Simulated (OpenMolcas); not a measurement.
# How methods differ on C2HBF2 (SMILES C#CB(F)F)

C2HBF2 has 6 atoms, charge 0, and is taken as a singlet. As SMILES, `C#CB(F)F`. The shape is that of a PBE0-D4/def2-TZVP optimisation.

Each level gives the vertical energy of the triplet above the singlet (eV). The values are calculated.

```csv
level,kind,program,value (eV),CPU time (all runs)
HF/def2-SVPD,Hartree–Fock,OpenMolcas,4.50,42 s
SVWN5/def2-SVPD,LDA,OpenMolcas,5.04,86 s
PBE/def2-SVPD,GGA,OpenMolcas,4.79,2.1 min
revPBE/def2-SVPD,GGA,OpenMolcas,4.76,2.1 min
M06-L/def2-SVPD,meta-GGA,OpenMolcas,4.72,3 min
r2SCAN/def2-SVPD,meta-GGA,OpenMolcas,4.59,3.2 min
M06-2X/def2-SVPD,hybrid meta-GGA,OpenMolcas,4.99,2.8 min
PBE0/def2-SVPD,global hybrid,OpenMolcas,5.06,2.3 min
```

The values span 4.50 to 5.06 eV. Times are those of the runs behind each value, whatever else they computed, on shared processors of several kinds: orders of magnitude only.

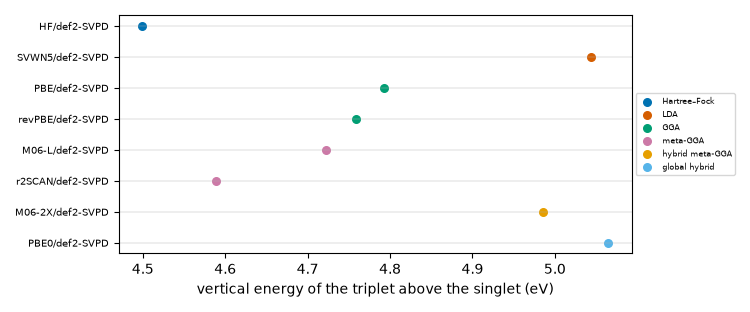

The values of the table, level by level.
